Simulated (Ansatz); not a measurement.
# A hypothetical structure for ZnMo

Starting from a made-up structure for ZnMo, the aim is the relaxed cell, its shortest contacts and, where a second run follows, its electronic structure.

Calculated with Ansatz 0.2.0; DFT, PBE, plane-wave PAW, files of the set soft_1, scalar-relativistic, no spin, cell and ions relaxed at zero pressure; PAW set soft_1, in the first sound run; inputs show where later runs differ.

## (1) Starting point

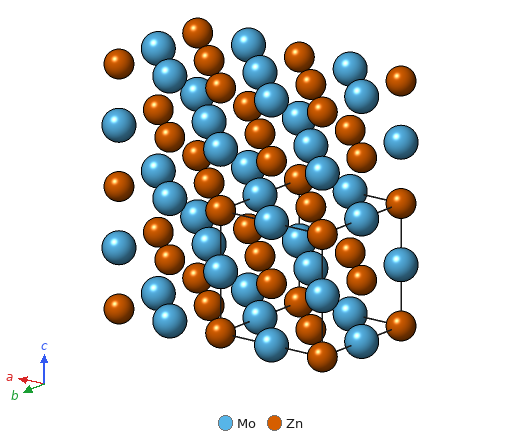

Start, viewed from a free direction; molybdenum blue, zinc orange. 2×1×2 cells are drawn. This picture shows the conventional cell, with its axes. Some periodic images of atoms are drawn too.

As a file:

```cif
data_structure
_symmetry_space_group_name_H-M 'Fm-3m'
_symmetry_Int_Tables_number 225
_cell_length_a 4.6530
_cell_length_b 4.6530
_cell_length_c 4.6530
_cell_angle_alpha 90.000
_cell_angle_beta 90.000
_cell_angle_gamma 90.000
_cell_volume 100.74
loop_
_atom_site_label
_atom_site_type_symbol
_atom_site_symmetry_multiplicity
_atom_site_Wyckoff_symbol
_atom_site_fract_x
_atom_site_fract_y
_atom_site_fract_z
_atom_site_occupancy
Mo1 Mo 4 b 0.50000 0.00000 0.00000 1
Zn1 Zn 4 a 0.00000 0.00000 0.00000 1
```

## (2) Relaxation of the guess

The guessed cell has no reason to be at equilibrium. It is relaxed with the atoms, within the space group of the guess.

The input, input.yaml:

```yaml
crystal:
  lattice:
    - [0.0, 2.3265, 2.3265]
    - [2.3265, 0.0, 2.3265]
    - [2.3265, 2.3265, 0.0]
  atoms:
    - { symbol: Mo, position: [0.5, 0.5, 0.5] }
    - { symbol: Zn, position: [0.0, 0.0, 0.0] }
kpoints:
  mp_grid: { grid: [10, 10, 10] }
scf:
  occupations: { method: fermi_dirac, width: 0.05 }
hamiltonian:
  xc: pbe
  pseudopotentials: { kind: paw, azcp: { folder: soft_1 } }
relax:
  f_tol: 0.015
  max_steps: 70
  cell: {}
output:
  forces: true
  stress: true
```

Launch:

```bash
ansatz run input.yaml --threads 4 --pin off --max-ram 8192MiB --backend cpu --events-out ev --progress --plain --runs-dir out
```

Numbers of over 12 decimals in the logs are rounded to 6 here.

Output:

```text
Engine: ansatz 0.2.0, x86_64-unknown-linux-gnu
Pseudopotentials: kind: paw
Pseudopotential: Mo, paw, valence charge 14, recommended cutoff 420 eV (normal), soft_1/Mo.paw.azcp
Pseudopotential: Zn, paw, valence charge 12, recommended cutoff 420 eV (normal), soft_1/Zn.paw.azcp
Functional definition: PBE
  parameter kappa = 0.804
  parameter beta = 0.066725
  exchange = pbe_x(kappa = kappa, mu = beta*pi^2/3)
  correlation = pbe_c(beta = beta)
Crystal: 2 atoms, lattice volume = 25.185 Å³
Basis set: ecut = 420 eV, 531 PW (Γ), exchange–correlation on 48×48×48 points (8 copies of the dense FFT grid, shifted against one another)
Bands: 17, of which v1, the nominal top of the filled ones, is band 13 counted from 1 (12 counted from 0)
Symmetry: 48 space group operations
Space group: Fm-3m (ITA 225), of the structure as read, at distance tolerance 2.9e-5 Å
k-points: 47 of 1000
Non-local potential: Mo, projectors of the file, l = 0: 3, l = 1: 2, l = 2: 2, l = 3: 1
Non-local potential: Zn, projectors of the file, l = 0: 2, l = 1: 2, l = 2: 3, l = 3: 1
PAW form: soft (Blöchl's): semilocal exchange-correlation on the pseudo side does not see the compensation charge
PAW one-centre angular grid: Mo, 590 points (default); XC on 64 Gauss nodes
PAW one-centre angular grid: Zn, 590 points (default); XC on 64 Gauss nodes
Initial density: superposition of atomic densities (chi_scale 0.1, normalization cell, long waves kept (reshape's long-wave potential 0.00 eV rms))
Initial wavefunctions: pseudopotential atomic-orbital guess
Functional: x = pbe(κ = 0.804, μ = 0.219515), c = pbe(β = 0.066725)
SCF iter   1: F=—  HF=-8273.101862 eV  |F-HF|=—  |Δ(HF+E_count)|=         —  Δρ=1.03e-1  dr2=3.33e0  ethr=3.10e-3  ⟨swp⟩=5.4  Hψ=4250  notcnv=0
preconditioner: auto → Kerker (q_TF=auto, 2.743 Å⁻¹)  [metal: Δε(μ)=0.041 eV  Ē_g=17.472 eV  σ=0.050 eV  W_gap=0.20  n_scr=14 (ndim 8)  ℏωp=36.2 eV  f_vac=0.000  D(μ)=0.96/eV (n_scr^D=8)]
SCF iter   2: F=—  HF=-8272.241343 eV  |F-HF|=—  |Δ(HF+E_count)|=   8.61e-1  Δρ=4.80e-2  dr2=6.70e-1  ethr=3.10e-3  ⟨swp⟩=2.6  Hψ=1836  notcnv=0  defer=1
SCF iter   3: F=—  HF=-8272.065432 eV  |F-HF|=—  |Δ(HF+E_count)|=   1.76e-1  Δρ=9.48e-3  dr2=9.71e-3  ethr=2.58e-3  ⟨swp⟩=3.0  Hψ=1620  notcnv=0  defer=1
SCF iter   4: F=—  HF=-8272.074575 eV  |F-HF|=—  |Δ(HF+E_count)|=   9.14e-3  Δρ=1.17e-2  dr2=1.85e-2  ethr=3.73e-5  ⟨swp⟩=2.0  Hψ=1816  notcnv=0  defer=1
SCF iter   5: F=—  HF=-8272.066687 eV  |F-HF|=—  |Δ(HF+E_count)|=   7.89e-3  Δρ=1.45e-3  dr2=4.25e-4  ethr=3.73e-5  ⟨swp⟩=2.0  Hψ=1426  notcnv=0  defer=1
SCF iter   6: F=—  HF=-8272.066721 eV  |F-HF|=—  |Δ(HF+E_count)|=   3.43e-5  Δρ=6.65e-4  dr2=4.66e-5  ethr=1.64e-6  ⟨swp⟩=2.1  Hψ=1431  notcnv=0  defer=1
SCF iter   7: F=—  HF=-8272.066725 eV  |F-HF|=—  |Δ(HF+E_count)|=   3.94e-6  Δρ=1.36e-4  dr2=5.70e-6  ethr=1.79e-7  ⟨swp⟩=2.0  Hψ=1047  notcnv=0  defer=1
SCF iter   8: F=—  HF=-8272.066724 eV  |F-HF|=—  |Δ(HF+E_count)|=   9.14e-7  Δρ=5.15e-5  dr2=4.08e-7  ethr=2.19e-8  ⟨swp⟩=2.4  Hψ=1307  notcnv=0  defer=1
SCF iter   9: F=-8272.066724 eV  HF=-8272.066724 eV  |F-HF|=4.41e-9  |Δ(HF+E_count)|=   7.16e-9  Δρ=6.46e-6  dr2=8.40e-9  ethr=3.85e-10  ⟨swp⟩=5.0  Hψ=2851  notcnv=0
SCF 1 converged in 9 iterations: F = -8272.066724 eV  dr2 = 8.40e-9
  greatest PAW one-centre occupation: 0.999 electrons in one spin orbital (limit 2), on the Mo atom at site 0 (counted from 0), in its partial waves of l = 0
relax step   1: F+E_penalty+E_count = -8272.06672422 eV  Δ(F+E_penalty+E_count) = +0.000e0 eV  max|allowed force component| = 1.719e-29 eV/Å  Δτ_max = 0.0000 Å  P = +69.890 GPa  Ω = 25.185 Å³  (9 SCF iters, dr2 threshold 1.00e-7 eV, accepted)
Crystal: 2 atoms, lattice volume = 29.051 Å³
Basis set: ecut = 420 eV, 537 PW (Γ), exchange–correlation on 48×48×48 points (8 copies of the dense FFT grid, shifted against one another)
Initial density: handed on by an earlier stage of this run
Initial wavefunctions: those handed on with the density
iter 1 solved again at ethr=6.55e-5 eV; its pass at ethr=3.10e-3 eV (dr2=1.70e-2 eV) is discarded
SCF iter   1: F=—  HF=-8273.119948 eV  |F-HF|=—  |Δ(HF+E_count)|=         —  Δρ=9.63e-3  dr2=1.77e-2  ethr=6.55e-5  ⟨swp⟩=1.8  Hψ=5543  notcnv=0
preconditioner: auto → Kerker (q_TF=auto, 2.678 Å⁻¹)  [metal: Δε(μ)=0.053 eV  Ē_g=8.858 eV  σ=0.050 eV  W_gap=0.25  n_scr=14 (ndim 8)  ℏωp=29.2 eV  f_vac=0.000  D(μ)=1.07/eV (n_scr^D=14)]
SCF iter   2: F=—  HF=-8273.119668 eV  |F-HF|=—  |Δ(HF+E_count)|=   2.80e-4  Δρ=5.22e-3  dr2=4.11e-3  ethr=6.55e-5  ⟨swp⟩=2.0  Hψ=1391  notcnv=0
SCF iter   3: F=—  HF=-8273.120294 eV  |F-HF|=—  |Δ(HF+E_count)|=   6.26e-4  Δρ=2.85e-3  dr2=1.49e-3  ethr=1.58e-5  ⟨swp⟩=2.0  Hψ=1191  notcnv=0
SCF iter   4: F=—  HF=-8273.120769 eV  |F-HF|=—  |Δ(HF+E_count)|=   4.75e-4  Δρ=1.10e-3  dr2=1.82e-4  ethr=5.73e-6  ⟨swp⟩=2.0  Hψ=1182  notcnv=0
SCF iter   5: F=—  HF=-8273.120740 eV  |F-HF|=—  |Δ(HF+E_count)|=   2.93e-5  Δρ=1.09e-4  dr2=1.33e-6  ethr=6.99e-7  ⟨swp⟩=2.4  Hψ=1337  notcnv=0
SCF iter   6: F=—  HF=-8273.120743 eV  |F-HF|=—  |Δ(HF+E_count)|=   3.20e-6  Δρ=8.79e-5  dr2=1.17e-6  ethr=7.69e-10  ⟨swp⟩=5.0  Hψ=3227  notcnv=0
SCF iter   7: F=-8273.120743 eV  HF=-8273.120743 eV  |F-HF|=3.34e-9  |Δ(HF+E_count)|=   6.14e-8  Δρ=1.24e-5  dr2=3.33e-8  ethr=7.69e-10  ⟨swp⟩=3.7  Hψ=3172  notcnv=0
SCF 2 converged in 7 iterations: F = -8273.120743 eV  dr2 = 3.33e-8
relax step   2: F+E_penalty+E_count = -8273.12074313 eV  Δ(F+E_penalty+E_count) = -1.054e0 eV  max|allowed force component| = 1.057e-29 eV/Å  Δτ_max = 0.0000 Å  P = +23.017 GPa  Ω = 29.051 Å³  energy of the carried Pulay correction = -2.337e-3 eV  (7 SCF iters, dr2 threshold 2.00e-7 eV, accepted)
Crystal: 2 atoms, lattice volume = 31.413 Å³
Basis set: ecut = 420 eV, 609 PW (Γ), exchange–correlation on 48×48×48 points (8 copies of the dense FFT grid, shifted against one another)
iter 1 solved again at ethr=3.05e-5 eV; its pass at ethr=3.10e-3 eV (dr2=7.93e-3 eV) is discarded
SCF iter   1: F=—  HF=-8273.330980 eV  |F-HF|=—  |Δ(HF+E_count)|=         —  Δρ=5.85e-3  dr2=9.07e-3  ethr=3.05e-5  ⟨swp⟩=2.2  Hψ=5341  notcnv=0
preconditioner: auto → Kerker (q_TF=auto, 2.644 Å⁻¹)  [metal: Δε(μ)=0.071 eV  Ē_g=8.284 eV  σ=0.050 eV  W_gap=0.31  n_scr=14 (ndim 8)  ℏωp=28.1 eV  f_vac=0.000  D(μ)=1.13/eV (n_scr^D=14)]
SCF iter   2: F=—  HF=-8273.329537 eV  |F-HF|=—  |Δ(HF+E_count)|=   1.44e-3  Δρ=2.76e-3  dr2=2.01e-3  ethr=3.05e-5  ⟨swp⟩=2.0  Hψ=1078  notcnv=0
SCF iter   3: F=—  HF=-8273.329526 eV  |F-HF|=—  |Δ(HF+E_count)|=   1.12e-5  Δρ=1.70e-3  dr2=5.41e-4  ethr=7.74e-6  ⟨swp⟩=2.0  Hψ=1244  notcnv=0
SCF iter   4: F=—  HF=-8273.329450 eV  |F-HF|=—  |Δ(HF+E_count)|=   7.58e-5  Δρ=5.58e-4  dr2=4.52e-5  ethr=2.08e-6  ⟨swp⟩=2.0  Hψ=1060  notcnv=0
SCF iter   5: F=—  HF=-8273.329464 eV  |F-HF|=—  |Δ(HF+E_count)|=   1.40e-5  Δρ=1.91e-4  dr2=6.91e-6  ethr=1.74e-7  ⟨swp⟩=2.6  Hψ=1447  notcnv=0
SCF iter   6: F=—  HF=-8273.329463 eV  |F-HF|=—  |Δ(HF+E_count)|=   6.36e-7  Δρ=4.71e-5  dr2=3.71e-7  ethr=2.66e-8  ⟨swp⟩=2.0  Hψ=1201  notcnv=0
SCF iter   7: F=-8273.329463 eV  HF=-8273.329463 eV  |F-HF|=3.21e-8  |Δ(HF+E_count)|=   4.20e-8  Δρ=1.60e-5  dr2=4.72e-8  ethr=7.69e-10  ⟨swp⟩=4.5  Hψ=2838  notcnv=0
SCF 3 converged in 7 iterations: F = -8273.329463 eV  dr2 = 4.72e-8
relax step   3: F+E_penalty+E_count = -8273.32946328 eV  Δ(F+E_penalty+E_count) = -2.087e-1 eV  max|allowed force component| = 8.336e-29 eV/Å  Δτ_max = 0.0000 Å  P = +6.556 GPa  Ω = 31.413 Å³  energy of the carried Pulay correction = -3.609e-3 eV  (7 SCF iters, dr2 threshold 2.00e-7 eV, accepted)
Crystal: 2 atoms, lattice volume = 32.898 Å³
Basis set: ecut = 420 eV, 645 PW (Γ), exchange–correlation on 48×48×48 points (8 copies of the dense FFT grid, shifted against one another)
iter 1 solved again at ethr=1.60e-5 eV; its pass at ethr=3.10e-3 eV (dr2=4.16e-3 eV) is discarded
SCF iter   1: F=—  HF=-8273.354223 eV  |F-HF|=—  |Δ(HF+E_count)|=         —  Δρ=3.69e-3  dr2=4.41e-3  ethr=1.60e-5  ⟨swp⟩=2.0  Hψ=5312  notcnv=0
preconditioner: auto → Kerker (q_TF=auto, 2.623 Å⁻¹)  [metal: Δε(μ)=0.045 eV  Ē_g=7.986 eV  σ=0.050 eV  W_gap=0.21  n_scr=14 (ndim 8)  ℏωp=27.5 eV  f_vac=0.000  D(μ)=1.18/eV (n_scr^D=14)]
SCF iter   2: F=—  HF=-8273.353375 eV  |F-HF|=—  |Δ(HF+E_count)|=   8.48e-4  Δρ=1.62e-3  dr2=8.41e-4  ethr=1.60e-5  ⟨swp⟩=2.3  Hψ=1198  notcnv=0
SCF iter   3: F=—  HF=-8273.353311 eV  |F-HF|=—  |Δ(HF+E_count)|=   6.43e-5  Δρ=1.02e-3  dr2=1.96e-4  ethr=3.24e-6  ⟨swp⟩=2.0  Hψ=1215  notcnv=0
SCF iter   4: F=—  HF=-8273.353266 eV  |F-HF|=—  |Δ(HF+E_count)|=   4.46e-5  Δρ=3.48e-4  dr2=1.93e-5  ethr=7.53e-7  ⟨swp⟩=2.0  Hψ=1047  notcnv=0
SCF iter   5: F=—  HF=-8273.353271 eV  |F-HF|=—  |Δ(HF+E_count)|=   4.18e-6  Δρ=1.28e-4  dr2=3.15e-6  ethr=7.40e-8  ⟨swp⟩=2.2  Hψ=1279  notcnv=0
SCF iter   6: F=-8273.353271 eV  HF=-8273.353271 eV  |F-HF|=2.66e-8  |Δ(HF+E_count)|=   3.50e-9  Δρ=2.39e-5  dr2=1.17e-7  ethr=7.69e-10  ⟨swp⟩=3.9  Hψ=3620  notcnv=0
SCF 4 converged in 6 iterations: F = -8273.353271 eV  dr2 = 1.17e-7
relax step   4: F+E_penalty+E_count = -8273.35327063 eV  Δ(F+E_penalty+E_count) = -2.381e-2 eV  max|allowed force component| = 1.168e-29 eV/Å  Δτ_max = 0.0000 Å  P = -0.963 GPa  Ω = 32.898 Å³  energy of the carried Pulay correction = -4.356e-3 eV  (6 SCF iters, dr2 threshold 2.00e-7 eV, accepted)
Crystal: 2 atoms, lattice volume = 32.687 Å³
iter 1 solved again at ethr=5.00e-7 eV; its pass at ethr=3.10e-3 eV (dr2=1.30e-4 eV) is discarded
SCF iter   1: F=—  HF=-8273.354034 eV  |F-HF|=—  |Δ(HF+E_count)|=         —  Δρ=5.12e-4  dr2=9.04e-5  ethr=5.00e-7  ⟨swp⟩=2.0  Hψ=4659  notcnv=0
preconditioner: auto → Kerker (q_TF=auto, 2.626 Å⁻¹)  [metal: Δε(μ)=0.052 eV  Ē_g=8.023 eV  σ=0.050 eV  W_gap=0.24  n_scr=14 (ndim 8)  ℏωp=27.6 eV  f_vac=0.000  D(μ)=1.18/eV (n_scr^D=14)]
SCF iter   2: F=—  HF=-8273.354016 eV  |F-HF|=—  |Δ(HF+E_count)|=   1.80e-5  Δρ=2.29e-4  dr2=1.69e-5  ethr=3.48e-7  ⟨swp⟩=2.7  Hψ=1221  notcnv=0
SCF iter   3: F=—  HF=-8273.354014 eV  |F-HF|=—  |Δ(HF+E_count)|=   1.82e-6  Δρ=1.21e-4  dr2=2.69e-6  ethr=6.50e-8  ⟨swp⟩=2.2  Hψ=1172  notcnv=0
SCF iter   4: F=—  HF=-8273.354014 eV  |F-HF|=—  |Δ(HF+E_count)|=   5.43e-7  Δρ=5.20e-5  dr2=4.12e-7  ethr=1.03e-8  ⟨swp⟩=2.1  Hψ=1093  notcnv=0
SCF iter   5: F=-8273.354014 eV  HF=-8273.354014 eV  |F-HF|=2.98e-8  |Δ(HF+E_count)|=   4.01e-9  Δρ=1.82e-5  dr2=6.43e-8  ethr=7.69e-10  ⟨swp⟩=4.0  Hψ=2793  notcnv=0
SCF 5 converged in 5 iterations: F = -8273.354014 eV  dr2 = 6.43e-8
relax step   5: F+E_penalty+E_count = -8273.35401380 eV  Δ(F+E_penalty+E_count) = -7.432e-4 eV  max|allowed force component| = 1.614e-29 eV/Å  Δτ_max = 0.0000 Å  P = +0.003 GPa  Ω = 32.687 Å³  energy of the carried Pulay correction = -4.252e-3 eV  (5 SCF iters, dr2 threshold 2.00e-7 eV, accepted)
Initial wavefunctions: pseudopotential atomic-orbital guess (no wavefunctions were taken with the density)
iter 1 solved again at ethr=2.99e-7 eV; its pass at ethr=3.10e-3 eV (dr2=7.77e-5 eV) is discarded
SCF iter   1: F=—  HF=-8273.354879 eV  |F-HF|=—  |Δ(HF+E_count)|=         —  Δρ=2.41e-3  dr2=4.78e-5  ethr=2.99e-7  ⟨swp⟩=2.9  Hψ=6147  notcnv=0
preconditioner: auto → Kerker (q_TF=auto, 2.626 Å⁻¹)  [metal: Δε(μ)=0.051 eV  Ē_g=8.022 eV  σ=0.050 eV  W_gap=0.24  n_scr=14 (ndim 8)  ℏωp=27.6 eV  f_vac=0.000  D(μ)=1.18/eV (n_scr^D=14)]
SCF iter   2: F=—  HF=-8273.358384 eV  |F-HF|=—  |Δ(HF+E_count)|=   3.50e-3  Δρ=1.24e-3  dr2=1.61e-5  ethr=1.84e-7  ⟨swp⟩=2.0  Hψ=1021  notcnv=0
SCF iter   3: F=—  HF=-8273.359520 eV  |F-HF|=—  |Δ(HF+E_count)|=   1.14e-3  Δρ=3.17e-4  dr2=2.29e-6  ethr=6.21e-8  ⟨swp⟩=2.0  Hψ=1081  notcnv=0
SCF iter   4: F=—  HF=-8273.359590 eV  |F-HF|=—  |Δ(HF+E_count)|=   7.04e-5  Δρ=2.07e-5  dr2=8.48e-8  ethr=8.82e-9  ⟨swp⟩=2.0  Hψ=1193  notcnv=0
SCF iter   5: F=—  HF=-8273.359590 eV  |F-HF|=—  |Δ(HF+E_count)|=   1.12e-7  Δρ=6.33e-6  dr2=8.14e-9  ethr=3.26e-10  ⟨swp⟩=2.0  Hψ=1121  notcnv=0
SCF iter   6: F=—  HF=-8273.359590 eV  |F-HF|=—  |Δ(HF+E_count)|=   3.94e-9  Δρ=5.84e-6  dr2=4.89e-9  ethr=3.13e-11  ⟨swp⟩=2.0  Hψ=1136  notcnv=0
SCF iter   7: F=—  HF=-8273.359590 eV  |F-HF|=—  |Δ(HF+E_count)|=   3.06e-9  Δρ=7.54e-7  dr2=1.51e-10  ethr=1.88e-11  ⟨swp⟩=2.0  Hψ=1204  notcnv=0
SCF iter   8: F=-8273.359590 eV  HF=-8273.359590 eV  |F-HF|=3.64e-12  |Δ(HF+E_count)|=  2.91e-11  Δρ=2.02e-7  dr2=1.26e-11  ethr=1.00e-12  ⟨swp⟩=5.9  Hψ=3486  notcnv=0
SCF 6 converged in 8 iterations: F = -8273.359590 eV  dr2 = 1.26e-11
relax step   6: F+E_penalty+E_count = -8273.35959041 eV  Δ(F+E_penalty+E_count) = -5.577e-3 eV  max|allowed force component| = 1.800e-29 eV/Å  Δτ_max = 0.0000 Å  P = +0.272 GPa  Ω = 32.687 Å³  stress off target by 2.72e-1 GPa  SCF on the basis re-selected at this cell (its energy is not comparable with the rows above)  (8 SCF iters)
basis re-selected at this cell: Δ(F+E_penalty+E_count) = -5.577e-3 eV, ΔP = +0.269 GPa vs the last step (what re-selecting the basis moved, of the pressure what is left beyond the Pulay correction that the steps carried, after the strain that the cell walked since its last selection, with what the two solves' SCF thresholds leave and, on support functions, any second-order correction that the steps lacked; it is no m [...]
Crystal: 2 atoms, lattice volume = 32.746 Å³
iter 1 solved again at ethr=2.57e-8 eV; its pass at ethr=3.10e-3 eV (dr2=6.69e-6 eV) is discarded
SCF iter   1: F=—  HF=-8273.359617 eV  |F-HF|=—  |Δ(HF+E_count)|=         —  Δρ=1.40e-4  dr2=6.82e-6  ethr=2.57e-8  ⟨swp⟩=2.1  Hψ=4611  notcnv=0
preconditioner: auto → Kerker (q_TF=auto, 2.625 Å⁻¹)  [metal: Δε(μ)=0.050 eV  Ē_g=8.010 eV  σ=0.050 eV  W_gap=0.23  n_scr=14 (ndim 8)  ℏωp=27.5 eV  f_vac=0.000  D(μ)=1.18/eV (n_scr^D=14)]
SCF iter   2: F=—  HF=-8273.359616 eV  |F-HF|=—  |Δ(HF+E_count)|=   1.16e-6  Δρ=6.45e-5  dr2=1.34e-6  ethr=2.57e-8  ⟨swp⟩=2.1  Hψ=1185  notcnv=0
SCF iter   3: F=—  HF=-8273.359616 eV  |F-HF|=—  |Δ(HF+E_count)|=   5.64e-8  Δρ=3.86e-5  dr2=2.75e-7  ethr=5.16e-9  ⟨swp⟩=2.0  Hψ=1213  notcnv=0
SCF iter   4: F=-8273.359616 eV  HF=-8273.359616 eV  |F-HF|=6.22e-10  |Δ(HF+E_count)|=   5.75e-8  Δρ=1.50e-5  dr2=3.67e-8  ethr=7.10e-10  ⟨swp⟩=4.0  Hψ=2605  notcnv=0
SCF 7 converged in 4 iterations: F = -8273.359616 eV  dr2 = 3.67e-8
relax step   7: F+E_penalty+E_count = -8273.35961552 eV  Δ(F+E_penalty+E_count) = -2.511e-5 eV  max|allowed force component| = 1.367e-29 eV/Å  Δτ_max = 0.0000 Å  P = +0.008 GPa  Ω = 32.746 Å³  energy of the carried Pulay correction = -2.649e-5 eV  (4 SCF iters, dr2 threshold 1.85e-7 eV, accepted)
Basis set: ecut = 420 eV, 645 PW (Γ), exchange–correlation on 50×50×50 points (8 copies of the dense FFT grid, shifted against one another)
iter 1 solved again at ethr=1.21e-7 eV; its pass at ethr=3.10e-3 eV (dr2=3.16e-5 eV) is discarded
SCF iter   1: F=—  HF=-8273.359618 eV  |F-HF|=—  |Δ(HF+E_count)|=         —  Δρ=1.14e-4  dr2=1.23e-7  ethr=1.21e-7  ⟨swp⟩=3.0  Hψ=6249  notcnv=0
preconditioner: auto → Kerker (q_TF=auto, 2.625 Å⁻¹)  [metal: Δε(μ)=0.050 eV  Ē_g=8.010 eV  σ=0.050 eV  W_gap=0.24  n_scr=14 (ndim 8)  ℏωp=27.5 eV  f_vac=0.000  D(μ)=1.18/eV (n_scr^D=14)]
SCF iter   2: F=—  HF=-8273.359627 eV  |F-HF|=—  |Δ(HF+E_count)|=   8.89e-6  Δρ=5.82e-5  dr2=3.66e-8  ethr=4.71e-10  ⟨swp⟩=2.4  Hψ=1303  notcnv=0
SCF iter   3: F=—  HF=-8273.359631 eV  |F-HF|=—  |Δ(HF+E_count)|=   3.54e-6  Δρ=1.18e-5  dr2=1.38e-8  ethr=1.41e-10  ⟨swp⟩=2.0  Hψ=1069  notcnv=0
SCF iter   4: F=—  HF=-8273.359631 eV  |F-HF|=—  |Δ(HF+E_count)|=   5.96e-8  Δρ=2.34e-6  dr2=7.14e-10  ethr=5.29e-11  ⟨swp⟩=2.0  Hψ=1127  notcnv=0
SCF iter   5: F=—  HF=-8273.359631 eV  |F-HF|=—  |Δ(HF+E_count)|=   3.73e-9  Δρ=7.10e-7  dr2=2.30e-10  ethr=2.75e-12  ⟨swp⟩=2.9  Hψ=1433  notcnv=0
SCF iter   6: F=—  HF=-8273.359631 eV  |F-HF|=—  |Δ(HF+E_count)|=  7.46e-11  Δρ=3.08e-7  dr2=3.23e-11  ethr=1.00e-12  ⟨swp⟩=2.5  Hψ=1106  notcnv=0
SCF iter   7: F=-8273.359631 eV  HF=-8273.359631 eV  |F-HF|=1.82e-12  |Δ(HF+E_count)|=  1.82e-11  Δρ=5.35e-8  dr2=8.60e-13  ethr=1.00e-12  ⟨swp⟩=5.4  Hψ=3164  notcnv=0
SCF 8 converged in 7 iterations: F = -8273.359631 eV  dr2 = 8.60e-13
relax step   8: F+E_penalty+E_count = -8273.35963073 eV  Δ(F+E_penalty+E_count) = -1.521e-5 eV  max|allowed force component| = 1.709e-29 eV/Å  Δτ_max = 0.0000 Å  P = +0.008 GPa  Ω = 32.746 Å³  stress off target by 8.28e-3 GPa  SCF on the basis re-selected at this cell (its energy is not comparable with the rows above)  (7 SCF iters)
basis re-selected at this cell: Δ(F+E_penalty+E_count) = -1.521e-5 eV, ΔP = +0.000 GPa vs the last step (what re-selecting the basis moved, of the pressure what is left beyond the Pulay correction that the steps carried, after the strain that the cell walked since its last selection, with what the two solves' SCF thresholds leave and, on support functions, any second-order correction that the steps lacked; it is no measure of the basis error at this ecutwfc). The dense FFT grid was sized anew with the basis: this SCF ran on 25×25×25 points, the steps before it on 24×24×24, so part of this shift can come from that change (see relax.cell in the input reference). [rest of the remark cut]
SCF converged after 7 iterations
Free energy (F): -8273.359631 eV
Harris-Foulkes:  -8273.359631 eV  (|F-HF|=1.82e-12)
Internal energy: -8273.349757 eV  (E = F + TS)
E sigma→0 (E₀):  -8273.354694 eV
Entropy (-TS):   -0.009874 eV (-4.937 meV/atom)
Fermi energy:    14.357550 eV
--- Per-component energies (eV) ---
  E_band       = -47.857057
  E_kinetic    = 568.497136
  E_local      = -2697.567060  (includes V_loc(G=0)·N_el)
  E_nonlocal   = 964.819301
  E_hartree    = 980.413634
  E_xc         = -253.808262
  E_vxc        = -269.589477  (∫ρ·V_xc dr)
  E_paw        = -5106.633837  (= ΣΔE_a)
  E_vpaw       = -574.843973  (= ΣTr[D̂ρ^β])
  E_aug_tail   = -0.000229  (compensation charges beyond the density's cutoff)
  E_ewald      = -2729.070440
  E_smearing   = -0.009874  (= −TS)
  E_closure    = 0.000000  (closes the sum)
  Σ components = -8273.359631   (vs F -8273.359631, Δ=0.00e0)
--- Forces (eV/Å), atoms counted from 1 ---
  atom   1  Mo     0.00000000    -0.00000000     0.00000000
  atom   2  Zn    -0.00000000     0.00000000     0.00000000
  max |Σ_I F_I| component: 3.31e-29 eV/Å
--- Stress (GPa, compression-positive) ---
        0.008281      -0.000000       0.000000
       -0.000000       0.008281      -0.000000
        0.000000      -0.000000       0.008281
  P = ⅓ Tr σ = 0.0083 GPa (0.083 kbar)
--- Relaxed structure (6 steps of the walk, 6 accepted, 2 SCFs on fresh bases) ---
  F+E_penalty+E_count = -8273.35963073 eV   max|allowed force component| = 1.709e-29 eV/Å   (the final SCF, on the basis selected at the relaxed cell)
  cell:  # Å, volume = 32.7458 Å³
    - [0, 2.539268, 2.539268]
    - [2.539268, 0, 2.539268]
    - [2.539268, 2.539268, 0]
  atoms:
    - { symbol: Mo, position: [0.5, 0.5, 0.5] }
    - { symbol: Zn, position: [0, 0, 0] }
```

It took 3.1 s on 4 threads of AMD EPYC 7B13 (Zen 3), shared host; peak memory 0.4 GiB; 9.3 s of CPU time.

(Part 1 of 2 ends here.)

[Logs are printed without paths, hosts, clocks, repeated set-up lines and the standing remarks that a program may print on its own settings, such as how far it seeks lower states.]

[Hosts, paths, dates, database ids (printed as entryN), source tags and the programs' standing remarks are cut or masked in the printed files.]
